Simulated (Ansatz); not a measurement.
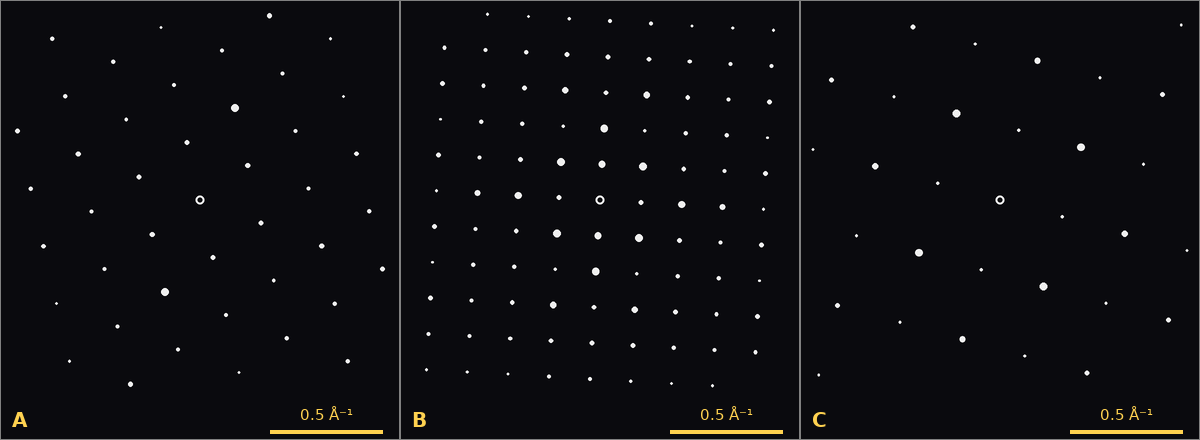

Kinematic electron diffraction patterns (200 kV, B = 0.5 Å², same scale, each along a low-index zone) of three structures of composition Si3Br, each relaxed at zero pressure with DFT PBE, scalar-relativistic, plane waves, PAW (Ansatz).

The structures (standard cells):
1. P4/mmm (No. 123), a = 4.864 Å, c = 3.083 Å, 4 atoms; generated start, possibly hypothetical
2. Pmmn (No. 59), a = 4.513 Å, b = 6.836 Å, c = 6.393 Å, 8 atoms; generated start, possibly hypothetical
3. Aem2 (No. 39), a = 3.848 Å, b = 10.859 Å, c = 12.409 Å, 16 atoms; generated start, possibly hypothetical

Which pattern belongs to which structure, and along which zone?

A is structure 2 along [001]: centred rectangular net of 1 -1 0 at d = 3.77 Å and 1 1 0 at d = 3.77 Å, 66.9° apart (some points of this net are extinct or too weak to see). B is structure 3 along [100]: rectangular net of 0 0 2 at d = 6.20 Å and 0 2 0 at d = 5.43 Å, 90.0° apart (some points of this net are extinct or too weak to see). C is structure 1 along [110] or an equivalent direction: rectangular net of 1 -1 0 at d = 3.44 Å and 0 0 1 at d = 3.08 Å, 90.0° apart.

Which structure lies lowest at this level of theory, and by how much?

Structure 3 (Aem2, 32.41 Å³ an atom) is the lowest of these; structure 2 (Pmmn, 24.66 Å³ an atom) lies about 25 meV an atom higher; structure 1 (P4/mmm, 18.23 Å³ an atom) lies about 280 meV an atom higher. These are static energies at 0 K; other structures, not shown, may lie lower still.
